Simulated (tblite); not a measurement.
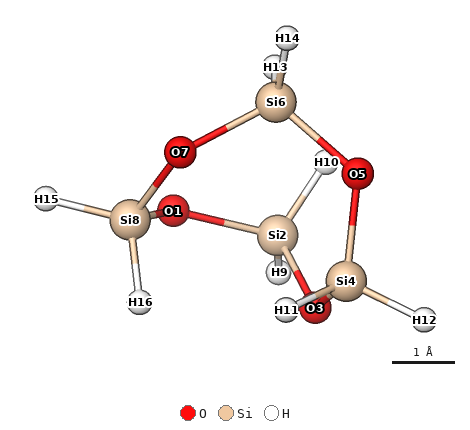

*The starting structure (ball-and-stick view, seen at an oblique angle; atoms are numbered from 1 in the order of the input).*

Bond lengths as drawn: H–Si 1.40 to 1.45 Å and O–Si 1.75 to 1.78 Å.

Geometry relaxation of Si$_{4}$H$_{8}$O$_{4}$

- system: Si$_{4}$H$_{8}$O$_{4}$, SMILES O1[SiH2]O[SiH2]O[SiH2]O[SiH2]1
- method: GFN2-xTB geometry optimisation, gas phase (tblite 0.8.0)

The program's output
```
step      E/eV     max force
  0    -752.07996    3.734
  1    -752.96125    2.295
  2    -753.65966    1.366
  3    -753.79144    1.030
  4    -754.01186    0.567
  5    -754.04266    0.509
  6    -754.19707    0.759
  7    -754.27308    0.818
  8    -754.31222    0.525
  9    -754.33149    0.327
 10    -754.34445    0.329
 11    -754.37725    0.687
 12    -754.42991    0.945
 13    -754.49947    0.823
 14    -754.55789    0.512
 15    -754.60308    0.429
 16    -754.62957    0.475
 17    -754.64817    0.361
 18    -754.66850    0.358
 19    -754.68587    0.279
 20    -754.69974    0.286
 21    -754.71120    0.263
 22    -754.72158    0.226
 23    -754.73355    0.270
 24    -754.74749    0.248
 25    -754.75794    0.264
 26    -754.76338    0.209
 27    -754.76820    0.151
 28    -754.77117    0.092
 29    -754.77239    0.068
 30    -754.77331    0.075
 31    -754.77407    0.070
 32    -754.77467    0.054
 33    -754.77522    0.054
 34    -754.77599    0.068
 35    -754.77702    0.083
 36    -754.77801    0.081
 37    -754.77866    0.061
 38    -754.77912    0.049
 39    -754.77973    0.071
 40    -754.78075    0.092
 41    -754.78194    0.074
 42    -754.78267    0.048
 43    -754.78297    0.039
 44    -754.78318    0.040
 45    -754.78350    0.047
 46    -754.78406    0.060
 47    -754.78489    0.075
 48    -754.78578    0.070
 49    -754.78645    0.047
 50    -754.78685    0.050
 51    -754.78715    0.051
 52    -754.78764    0.061
 53    -754.78838    0.068
 54    -754.78917    0.057
 55    -754.78964    0.040
 56    -754.78992    0.040
 57    -754.79016    0.037
 58    -754.79053    0.049
 59    -754.79114    0.070
 60    -754.79193    0.072
 61    -754.79259    0.044
 62    -754.79302    0.053
 63    -754.79331    0.056
 64    -754.79367    0.052
 65    -754.79422    0.072
 66    -754.79486    0.062
 67    -754.79527    0.048
 68    -754.79551    0.024
 69    -754.79560    0.029
 70    -754.79573    0.025
 71    -754.79589    0.035
 72    -754.79609    0.035
 73    -754.79625    0.024
 74    -754.79633    0.017
 75    -754.79637    0.014
 76    -754.79640    0.012
 77    -754.79644    0.012
 78    -754.79647    0.018
 79    -754.79651    0.018
 80    -754.79654    0.012
 81    -754.79655    0.008
 82    -754.79656    0.005
```

Trajectory as extended XYZ (Å, eV, eV/Å), 14 of the 29 frames kept, from step=0 to step=82
```
16
Properties=species:S:1:pos:R:3:forces:R:3 step=0 energy=-752.07996
O     2.4315    1.0666    1.3953   -2.4760  -1.1510  -0.5830
Si    1.3039    0.5781    2.6884    0.7220  -1.5490  -2.6900
O     0.2126   -0.6766    2.0629   -0.3900   2.7650  -0.4700
Si   -1.1565   -0.3437    1.0238    1.2380   1.8170   1.5400
O    -1.5262    1.3798    1.0073    2.3980  -0.6980  -1.1150
Si   -0.4486    2.6260    0.3600    0.4280  -3.6660  -0.5690
O     0.7193    1.8971   -0.7613    0.1740  -0.2680   2.5680
Si    2.0961    0.8982   -0.3287   -1.9660   1.7280   2.1820
H     2.0926    0.0303    3.7806    0.0420  -0.3160  -0.3150
H     0.5890    1.7154    3.1567   -0.3990   0.4930   0.0890
H    -0.8558   -0.7855   -0.3025    0.3050  -0.0580  -0.4900
H    -2.3181   -1.0591    1.4958   -0.1230   0.1950   0.4210
H     0.2720    3.2420    1.4183    0.4160   0.1990   0.6250
H    -1.1998    3.6129   -0.2900   -0.7870   0.4860  -0.9210
H     3.2071    1.3267   -1.0864    0.7330   0.6370  -0.2300
H     1.8038   -0.4655   -0.6228   -0.3130  -0.6140  -0.0420
16
Properties=species:S:1:pos:R:3:forces:R:3 step=6 energy=-754.19707
O     2.2547    0.9399    1.3442    0.3080   0.0100  -0.0430
Si    1.3049    0.5668    2.5907    0.0520  -0.2670   0.6540
O     0.1539   -0.4602    2.0574    0.0810  -0.0930   0.2240
Si   -1.0841   -0.2808    1.0368   -0.3960  -0.0920  -0.0240
O    -1.3458    1.3253    0.8773   -0.4290  -0.4020   0.0880
Si   -0.4186    2.5296    0.3641    0.0710   0.7550   0.0230
O     0.7510    1.8953   -0.5634    0.0700   0.1760  -0.3370
Si    2.0062    0.9285   -0.2650    0.3060  -0.2180  -0.1910
H     2.1056   -0.0783    3.6405   -0.1460  -0.1000  -0.4600
H     0.6070    1.7224    3.1348    0.1090   0.0860   0.0520
H    -0.7915   -0.7889   -0.2948    0.1250  -0.1150  -0.0130
H    -2.2658   -0.9323    1.6055    0.1910   0.3430   0.0930
H     0.2607    3.2246    1.4609   -0.1840   0.0010  -0.0380
H    -1.2299    3.4686   -0.3975    0.0400  -0.2960  -0.1810
H     3.1728    1.4430   -0.9698   -0.0820   0.1760   0.2690
H     1.7417   -0.4609   -0.6242   -0.1150   0.0370  -0.1150
16
Properties=species:S:1:pos:R:3:forces:R:3 step=12 energy=-754.42991
O     2.2588    0.8563    1.3615   -0.0240   0.0200  -0.2180
Si    1.3086    0.5192    2.6343   -0.1050   0.3390  -0.5610
O     0.1016   -0.4270    2.1262   -0.0980  -0.1630   0.0390
Si   -1.0926   -0.2659    1.0443    0.2220   0.1600  -0.1110
O    -1.3711    1.3130    0.7960    0.1940   0.2430  -0.0900
Si   -0.4267    2.5580    0.3289    0.0760  -0.3780  -0.1770
O     0.8093    1.9790   -0.5696   -0.0450  -0.1140   0.3230
Si    2.0156    0.9259   -0.2473   -0.2190   0.1610   0.0030
H     2.1275   -0.2798    3.4600    0.4510  -0.5670   0.6070
H     0.7285    1.7388    3.1653    0.0950   0.0680   0.1720
H    -0.7097   -0.8636   -0.2314   -0.0800  -0.0990   0.1340
H    -2.2433   -0.7328    1.7443   -0.5270  -0.1930   0.1860
H     0.1400    3.2527    1.4803   -0.1770   0.0470  -0.0850
H    -1.2525    3.2893   -0.5921   -0.1050   0.1850  -0.2060
H     3.1717    1.6031   -0.7869    0.1950  -0.0490  -0.0060
H     1.6573   -0.4235   -0.7164    0.1460   0.3410  -0.0140
16
Properties=species:S:1:pos:R:3:forces:R:3 step=18 energy=-754.66850
O     2.2623    0.7845    1.3466    0.0300  -0.1340   0.1310
Si    1.3999    0.3802    2.6594   -0.0060  -0.0300   0.0880
O     0.0498   -0.4115    2.2272   -0.0390   0.2320   0.0640
Si   -1.1601   -0.2328    1.1547    0.0650  -0.1220   0.0750
O    -1.3783    1.3095    0.7097   -0.0040  -0.1520  -0.1000
Si   -0.5095    2.5614    0.1589   -0.1670   0.0300   0.0450
O     0.8636    2.0730   -0.5311    0.0100   0.1540  -0.0790
Si    2.0723    1.0405   -0.2364    0.0480   0.1030   0.0660
H     2.1805   -0.6173    3.3945   -0.1370   0.1910  -0.1310
H     1.0473    1.6563    3.2917    0.0560  -0.2170   0.0400
H    -0.7112   -1.0163    0.0047   -0.2250  -0.0110   0.0210
H    -2.3922   -0.5502    1.8635    0.1060  -0.0180  -0.0700
H    -0.1909    3.3279    1.3414    0.0500   0.2670   0.1730
H    -1.2692    3.2017   -0.8979   -0.0060  -0.0620  -0.0390
H     3.2964    1.7146   -0.5994    0.1190   0.0650  -0.1070
H     1.6622   -0.1787   -0.8902    0.0980  -0.2940  -0.1780
16
Properties=species:S:1:pos:R:3:forces:R:3 step=27 energy=-754.76820
O     2.2541    0.6401    1.3042   -0.0590  -0.0120   0.0450
Si    1.4534    0.2947    2.6676    0.0310  -0.0570   0.1370
O    -0.0442   -0.2505    2.3655    0.0720   0.0400  -0.0860
Si   -1.1977   -0.2182    1.2290   -0.0820  -0.0390   0.0200
O    -1.3510    1.2450    0.5534    0.0100  -0.0100   0.0340
Si   -0.5625    2.5789    0.0871   -0.0200   0.0290  -0.0750
O     0.9326    2.2178   -0.4255   -0.0010   0.0010   0.0640
Si    2.1120    1.1263   -0.2338    0.0770  -0.0180   0.0270
H     2.1769   -0.8139    3.2840   -0.0800   0.0750  -0.1000
H     1.3210    1.5146    3.4583    0.0110  -0.0150  -0.0420
H    -0.8582   -1.1765    0.1844    0.0170   0.0070  -0.0150
H    -2.4408   -0.4339    1.9449   -0.0260   0.0060   0.0510
H    -0.4569    3.4819    1.2271    0.0120  -0.0180  -0.0160
H    -1.2715    3.0518   -1.0928    0.0240  -0.0180   0.0340
H     3.3585    1.8156   -0.4996    0.0280   0.0950  -0.0360
H     1.7971   -0.0310   -1.0564   -0.0140  -0.0650  -0.0390
16
Properties=species:S:1:pos:R:3:forces:R:3 step=33 energy=-754.77522
O     2.2406    0.6086    1.2984    0.0520   0.0100   0.0020
Si    1.4603    0.2739    2.6767    0.0360  -0.0060  -0.0240
O    -0.0532   -0.2130    2.3736   -0.0170  -0.0260   0.0100
Si   -1.2171   -0.2136    1.2473   -0.0150  -0.0030   0.0230
O    -1.3442    1.2306    0.5298   -0.0300   0.0160  -0.0050
Si   -0.5692    2.5725    0.0604   -0.0260   0.0070   0.0010
O     0.9530    2.2430   -0.3831    0.0020  -0.0250  -0.0020
Si    2.1304    1.1405   -0.2251    0.0170   0.0300  -0.0150
H     2.1665   -0.8660    3.2401   -0.0340  -0.0100  -0.0130
H     1.3894    1.4849    3.4834   -0.0150   0.0110  -0.0050
H    -0.8780   -1.2034    0.2326   -0.0120   0.0000  -0.0220
H    -2.4569   -0.3963    1.9807   -0.0010   0.0100   0.0270
H    -0.5199    3.4983    1.1850    0.0170  -0.0050   0.0010
H    -1.2657    3.0133   -1.1380    0.0310  -0.0250  -0.0030
H     3.3676    1.8611   -0.4736   -0.0220   0.0200   0.0050
H     1.8192    0.0084   -1.0908    0.0190  -0.0040   0.0190
16
Properties=species:S:1:pos:R:3:forces:R:3 step=39 energy=-754.77973
O     2.2692    0.6114    1.3003   -0.0090   0.0210  -0.0050
Si    1.4638    0.2764    2.6645   -0.0310   0.0040  -0.0170
O    -0.0506   -0.2160    2.3635    0.0210   0.0220  -0.0210
Si   -1.2313   -0.2145    1.2558    0.0210   0.0270  -0.0220
O    -1.3646    1.2301    0.5350    0.0060   0.0080   0.0180
Si   -0.5738    2.5617    0.0629    0.0320   0.0050   0.0280
O     0.9527    2.2315   -0.3678   -0.0440  -0.0280  -0.0140
Si    2.1449    1.1462   -0.2234   -0.0090   0.0040   0.0220
H     2.1408   -0.8800    3.2202    0.0390  -0.0460   0.0370
H     1.3862    1.4849    3.4772   -0.0040  -0.0190  -0.0300
H    -0.8988   -1.1954    0.2276   -0.0400   0.0060   0.0190
H    -2.4595   -0.3887    2.0115    0.0060  -0.0010   0.0040
H    -0.5117    3.4984    1.1787   -0.0150  -0.0180  -0.0030
H    -1.2479    2.9926   -1.1485   -0.0160   0.0000  -0.0340
H     3.3591    1.9001   -0.4797    0.0150  -0.0010   0.0070
H     1.8444    0.0041   -1.0804    0.0280   0.0150   0.0120
16
Properties=species:S:1:pos:R:3:forces:R:3 step=45 energy=-754.78350
O     2.2890    0.6058    1.3006   -0.0160  -0.0050  -0.0050
Si    1.4789    0.2474    2.6569    0.0180  -0.0140   0.0160
O    -0.0500   -0.1941    2.3598    0.0150  -0.0070  -0.0170
Si   -1.2512   -0.1993    1.2752   -0.0140  -0.0110   0.0110
O    -1.3813    1.2321    0.5308    0.0010  -0.0090   0.0060
Si   -0.5871    2.5559    0.0429   -0.0210  -0.0050  -0.0350
O     0.9474    2.2269   -0.3501    0.0130   0.0000  -0.0130
Si    2.1663    1.1721   -0.2113    0.0110  -0.0160  -0.0100
H     2.1280   -0.9391    3.1959    0.0020   0.0400  -0.0230
H     1.4353    1.4487    3.4805   -0.0060  -0.0110   0.0160
H    -0.9554   -1.2120    0.2687   -0.0190   0.0100  -0.0160
H    -2.4690   -0.3553    2.0540    0.0250   0.0230   0.0010
H    -0.5653    3.5089    1.1431    0.0040   0.0220   0.0140
H    -1.2314    2.9517   -1.1993   -0.0120  -0.0040   0.0130
H     3.3695    1.9504   -0.4562   -0.0190  -0.0030   0.0390
H     1.8993    0.0426   -1.0941    0.0190  -0.0110   0.0030
16
Properties=species:S:1:pos:R:3:forces:R:3 step=51 energy=-754.78715
O     2.3026    0.5990    1.2972    0.0000   0.0070   0.0140
Si    1.4968    0.2286    2.6502   -0.0230   0.0020   0.0000
O    -0.0330   -0.1920    2.3332   -0.0220  -0.0370   0.0280
Si   -1.2696   -0.1879    1.2914    0.0020   0.0100  -0.0080
O    -1.3998    1.2370    0.5353    0.0180   0.0020  -0.0180
Si   -0.6013    2.5475    0.0203    0.0140   0.0040   0.0140
O     0.9393    2.2138   -0.3514   -0.0200  -0.0240  -0.0040
Si    2.1812    1.1865   -0.2056   -0.0020   0.0110   0.0130
H     2.1331   -0.9743    3.1616    0.0230   0.0070   0.0070
H     1.4631    1.4135    3.4987   -0.0050  -0.0220   0.0040
H    -1.0339   -1.2122    0.2814   -0.0020  -0.0020  -0.0050
H    -2.4633   -0.3045    2.1102   -0.0100   0.0040   0.0240
H    -0.6012    3.5196    1.1081    0.0230  -0.0040  -0.0460
H    -1.2332    2.9114   -1.2377   -0.0120   0.0060   0.0110
H     3.3659    2.0032   -0.3962    0.0270   0.0270  -0.0120
H     1.9761    0.0537   -1.0994   -0.0100   0.0100  -0.0200
16
Properties=species:S:1:pos:R:3:forces:R:3 step=57 energy=-754.79016
O     2.3082    0.6080    1.3039   -0.0230   0.0100  -0.0130
Si    1.4967    0.2113    2.6463    0.0000  -0.0100  -0.0010
O    -0.0286   -0.2231    2.3229    0.0080   0.0080  -0.0100
Si   -1.2841   -0.1817    1.3020   -0.0040  -0.0190   0.0140
O    -1.4055    1.2402    0.5391    0.0050  -0.0140   0.0260
Si   -0.6071    2.5411    0.0028    0.0150  -0.0100  -0.0030
O     0.9268    2.1841   -0.3682    0.0210   0.0220  -0.0160
Si    2.1983    1.1974   -0.1992    0.0060   0.0050  -0.0050
H     2.1545   -0.9825    3.1492    0.0030  -0.0310   0.0030
H     1.4670    1.3807    3.5143   -0.0360   0.0100   0.0050
H    -1.0912   -1.2064    0.2821   -0.0020  -0.0020   0.0250
H    -2.4588   -0.2701    2.1541    0.0020   0.0020  -0.0080
H    -0.6017    3.5334    1.0689    0.0290   0.0160   0.0060
H    -1.2473    2.8978   -1.2519   -0.0080  -0.0040  -0.0200
H     3.3703    2.0440   -0.3619   -0.0310  -0.0090  -0.0100
H     2.0251    0.0684   -1.1070    0.0160   0.0270   0.0070
16
Properties=species:S:1:pos:R:3:forces:R:3 step=66 energy=-754.79486
O     2.3032    0.6341    1.3096    0.0100   0.0100  -0.0190
Si    1.5038    0.1626    2.6338   -0.0250  -0.0170  -0.0040
O    -0.0104   -0.2889    2.2871    0.0060   0.0070   0.0130
Si   -1.3201   -0.1672    1.3467   -0.0320   0.0070  -0.0210
O    -1.4052    1.2572    0.5811    0.0420  -0.0370   0.0150
Si   -0.6090    2.5211   -0.0420   -0.0380   0.0100  -0.0280
O     0.9193    2.1519   -0.4209   -0.0450   0.0200  -0.0090
Si    2.2344    1.2414   -0.1882    0.0220   0.0090  -0.0010
H     2.1756   -1.0415    3.0944    0.0030  -0.0120  -0.0120
H     1.4410    1.2943    3.5476   -0.0040   0.0280   0.0160
H    -1.2412   -1.2159    0.3369    0.0030   0.0080   0.0050
H    -2.4526   -0.1834    2.2592   -0.0010   0.0100  -0.0060
H    -0.5797    3.5669    0.9716    0.0060   0.0120   0.0130
H    -1.2697    2.8230   -1.3052    0.0320  -0.0310   0.0420
H     3.3565    2.1594   -0.2901    0.0230   0.0060   0.0100
H     2.1770    0.1277   -1.1242   -0.0030  -0.0290  -0.0130
16
Properties=species:S:1:pos:R:3:forces:R:3 step=72 energy=-754.79609
O     2.2952    0.6367    1.3038   -0.0110   0.0040   0.0100
Si    1.5021    0.1546    2.6293    0.0130  -0.0010   0.0150
O    -0.0151   -0.2941    2.2940    0.0020   0.0030   0.0150
Si   -1.3276   -0.1674    1.3573    0.0150  -0.0130   0.0070
O    -1.3885    1.2519    0.5847   -0.0140   0.0080  -0.0050
Si   -0.6094    2.5204   -0.0481    0.0020   0.0010  -0.0050
O     0.9199    2.1587   -0.4297    0.0140   0.0060  -0.0020
Si    2.2396    1.2544   -0.1907    0.0010  -0.0100   0.0020
H     2.1758   -1.0575    3.0727   -0.0110   0.0250  -0.0180
H     1.4459    1.2803    3.5562    0.0020  -0.0220  -0.0280
H    -1.2570   -1.2245    0.3566   -0.0080   0.0000  -0.0050
H    -2.4586   -0.1615    2.2711   -0.0070   0.0030  -0.0010
H    -0.5853    3.5758    0.9575   -0.0010  -0.0090  -0.0080
H    -1.2698    2.7966   -1.3149    0.0030  -0.0040   0.0140
H     3.3621    2.1763   -0.2700   -0.0050  -0.0070  -0.0010
H     2.1934    0.1418   -1.1324    0.0040   0.0150   0.0090
16
Properties=species:S:1:pos:R:3:forces:R:3 step=78 energy=-754.79647
O     2.2913    0.6359    1.3016   -0.0010  -0.0030   0.0010
Si    1.5041    0.1436    2.6265   -0.0010   0.0030  -0.0100
O    -0.0191   -0.2920    2.3017   -0.0070  -0.0020  -0.0020
Si   -1.3348   -0.1648    1.3689    0.0110   0.0090   0.0100
O    -1.3862    1.2483    0.5837    0.0050   0.0020  -0.0070
Si   -0.6099    2.5146   -0.0576   -0.0040  -0.0100   0.0020
O     0.9250    2.1655   -0.4292    0.0010  -0.0040   0.0060
Si    2.2477    1.2657   -0.1874   -0.0110   0.0130   0.0010
H     2.1742   -1.0760    3.0481    0.0040  -0.0050  -0.0010
H     1.4630    1.2609    3.5610   -0.0020   0.0020   0.0020
H    -1.2826   -1.2319    0.3775    0.0010   0.0050  -0.0010
H    -2.4624   -0.1387    2.2869   -0.0030  -0.0010   0.0010
H    -0.6017    3.5816    0.9354    0.0060  -0.0080   0.0000
H    -1.2679    2.7713   -1.3286   -0.0040   0.0020  -0.0090
H     3.3641    2.1957   -0.2514    0.0030  -0.0030   0.0020
H     2.2181    0.1630   -1.1398    0.0000  -0.0010   0.0020
16
Properties=species:S:1:pos:R:3:forces:R:3 step=82 energy=-754.79656
O     2.2897    0.6364    1.3011    0.0010  -0.0020  -0.0020
Si    1.5048    0.1407    2.6255    0.0010   0.0000   0.0000
O    -0.0196   -0.2940    2.3042    0.0000   0.0030  -0.0010
Si   -1.3356   -0.1631    1.3731   -0.0030  -0.0020  -0.0010
O    -1.3851    1.2471    0.5831   -0.0010  -0.0010  -0.0030
Si   -0.6114    2.5127   -0.0614    0.0000   0.0030  -0.0010
O     0.9250    2.1666   -0.4295    0.0000   0.0000  -0.0030
Si    2.2488    1.2697   -0.1865    0.0000   0.0000   0.0000
H     2.1761   -1.0809    3.0411   -0.0010   0.0020   0.0010
H     1.4655    1.2568    3.5621   -0.0010  -0.0050   0.0010
H    -1.2886   -1.2309    0.3821    0.0020   0.0020   0.0020
H    -2.4634   -0.1322    2.2910    0.0010   0.0000   0.0030
H    -0.6030    3.5804    0.9305    0.0010  -0.0010   0.0000
H    -1.2694    2.7658   -1.3337    0.0020   0.0000   0.0010
H     3.3656    2.1998   -0.2446   -0.0020  -0.0010   0.0000
H     2.2236    0.1680   -1.1406    0.0000   0.0030   0.0030
```

This output came from the following input.

Input file
```
{"job": {"kind": "relax", "xc": "GFN2-xTB", "basis": "xTB"}, "charge": 0, "multiplicity": 1}
O      2.431542     1.066602     1.395324
Si     1.303857     0.578136     2.688386
O      0.212585    -0.676588     2.062884
Si    -1.156536    -0.343674     1.023834
O     -1.526161     1.379800     1.007255
Si    -0.448617     2.626026     0.360026
O      0.719254     1.897083    -0.761340
Si     2.096110     0.898238    -0.328746
H      2.092628     0.030273     3.780572
H      0.588988     1.715351     3.156736
H     -0.855764    -0.785494    -0.302530
H     -2.318077    -1.059110     1.495831
H      0.271964     3.242000     1.418287
H     -1.199796     3.612852    -0.290017
H      3.207080     1.326682    -1.086382
H      1.803765    -0.465481    -0.622766
```

The first line tells a small driver script what to run in tblite; the rest is the geometry in Å.

Launched with:
```bash
OMP_NUM_THREADS=1 python <driver script> task.json out
```

Key numbers

```tsv
quantity	value
outcome	converged
total energy	−754.7966 eV
hardware	1 CPU thread, shared host
wall time	2.6 s
peak memory	0.17 GiB
```
